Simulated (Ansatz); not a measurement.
# BH3Br− (SMILES [H][B-]([H])([H])Br) at FCI/STO-3G

What is the energy change on altering one bond length of BH3Br− at FCI/STO-3G? 

Program for the calculation: Ansatz 0.2.0.

3 further runs of the same task are left out: 3 that didn't finish.

## 1. The system as given

BH3Br− has 5 atoms, charge -1, and is taken as a singlet. As SMILES, `[H][B-]([H])([H])Br`. Geometry: relaxed at GFN2-xTB.

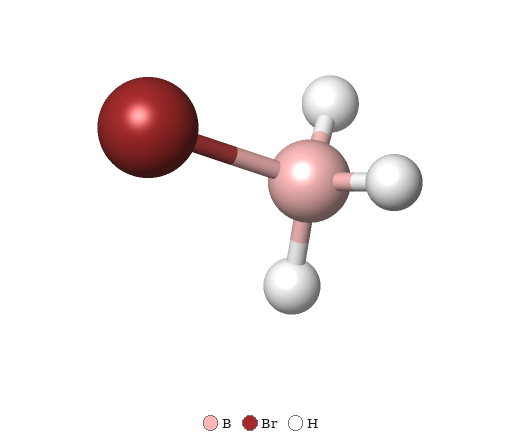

The structure, seen from a chosen angle (boron pink, bromine red, hydrogen white).

## 2. The energy at FCI/STO-3G

Input file in.yaml:

```yaml
crystal:
  periodic: [false, false, false]
  atoms:
    - {symbol: B, position_ang: [-0.002450, 0.001710, -0.185070]}
    - {symbol: Br, position_ang: [0.015160, -0.019850, 1.842860]}
    - {symbol: H, position_ang: [1.149500, 0.010510, -0.559790]}
    - {symbol: H, position_ang: [-0.585750, 1.003800, -0.536400]}
    - {symbol: H, position_ang: [-0.576460, -0.996180, -0.561610]}
basis:
  gaussian: {orbitals: STO-3G}
correlation: {method: fci, frozen_orbitals: {B: 1, Br: 9, H: 0}}
total_charge: -1
accuracy: high
magnetization: {spin_polarized: false, initial_magnetization: 0}
```

Command:

```bash
ansatz run in.yaml --threads 1 --pin off --max-ram 2610MiB --events-out events.jsonl --progress --plain --runs-dir runs
```

What it wrote:

```text
Warning: RAYON_NUM_THREADS=1 ignored (pool sized by the plan → 1); use --threads N
Functional definition: HF
  name "HF"
  exchange = exact_x
  correlation = 0
364 factors; integrals over basis functions are off by at most 4.0e-8 eV
mean field evaluation 1: about -69952.1257 eV, gradient 1.3e1 eV
mean field evaluation 2: about -69952.1869 eV, gradient 1.3e1 eV
mean field evaluation 4: about -69953.0289 eV, gradient 6.3e-1 eV
mean field evaluation 8: about -69953.0296 eV, gradient 4.4e-5 eV
mean field -69953.02959848 eV, -2570.7264218775 hartree, gradient 9.3e-8 eV, S^2 0.000000; 0 other end points of the search recorded, 0 dependent functions left out
10 core orbitals not correlated: weight in the atoms' cores, before any rotation towards them, 1.000 or more for the frozen orbitals, at most 0.000 for the correlated occupied ones
reference -69953.02959848 eV, -2570.7264218775 hartree; 12, 12 occupied and 4, 4 virtual orbitals, 364 factors
state -69954.79185378 eV, -2570.7911835655 hartree
Total energy: -69954.79185378 eV, -2570.7911835655 hartree
```

Run time: 7.8 s. Hardware: 1 thread of Arm Neoverse V2, shared host; peak memory 0.31 GiB.

## 3. The distorted shape, same level

Input file input.yaml:

```yaml
crystal:
  periodic: [false, false, false]
  atoms:
    - symbol: B
      position_ang: [0.141041, 0.251162, -0.090943]
    - symbol: Br
      position_ang: [0.158651, 0.229602, 1.936987]
    - symbol: H
      position_ang: [1.292991, 0.259962, -0.465663]
    - symbol: H
      position_ang: [-0.442259, 1.253252, -0.442273]
    - symbol: H
      position_ang: [-0.576460, -0.996180, -0.561610]
basis:
  gaussian: {orbitals: STO-3G}
total_charge: -1
correlation: {method: fci, frozen_orbitals: {B: 1, Br: 9, H: 0}}
accuracy: high
```

Command:

```bash
ansatz run input.yaml --threads 1 --pin off --max-ram 2610MiB --events-out events.jsonl --progress --plain --runs-dir runs
```

What it wrote:

```text
Warning: RAYON_NUM_THREADS=1 ignored (pool sized by the plan → 1); use --threads N
[... 4 set-up lines as earlier in the session ...]
363 factors; integrals over basis functions are off by at most 1.6e-8 eV
mean field evaluation 1: about -69950.6195 eV, gradient 1.5e1 eV
mean field evaluation 2: about -69950.6747 eV, gradient 1.5e1 eV
mean field evaluation 4: about -69951.8246 eV, gradient 9.0e-1 eV
mean field evaluation 8: about -69951.8274 eV, gradient 9.7e-5 eV
mean field -69951.82740755 eV, -2570.6822421760 hartree, gradient 5.0e-9 eV, S^2 0.000000; 0 other end points of the search recorded, 0 dependent functions left out
10 core orbitals not correlated: weight in the atoms' cores, before any rotation towards them, 1.000 or more for the frozen orbitals, at most 0.000 for the correlated occupied ones
reference -69951.82740755 eV, -2570.6822421760 hartree; 12, 12 occupied and 4, 4 virtual orbitals, 363 factors
state -69953.89066958 eV, -2570.7580656569 hartree
Total energy: -69953.89066958 eV, -2570.7580656569 hartree
```

It took 7.5 s on 1 thread of Arm Neoverse V2, shared host; peak memory 0.31 GiB.

## 4. What came out

Level: FCI/STO-3G, 10 core orbitals frozen.

| quantity | value |
| --- | --- |
| first shape: total energy | -2570.79118 Eh |
| first shape: correlation energy (10 core orbitals frozen) | -64.8 mEh |
| distorted shape: total energy | -2570.75807 Eh |
| distorted shape: correlation energy (10 core orbitals frozen) | -75.8 mEh |
| energy change with the B1–H5 bond stretched from 1.211 to 1.514 Å | 0.901 eV |

With the B1–H5 bond stretched from 1.211 to 1.514 Å the energy rises by 0.90 eV (20.8 kcal/mol). The first shape isn't relaxed at this level, so the change isn't measured from a minimum. The minimal basis adds a large error of its own.
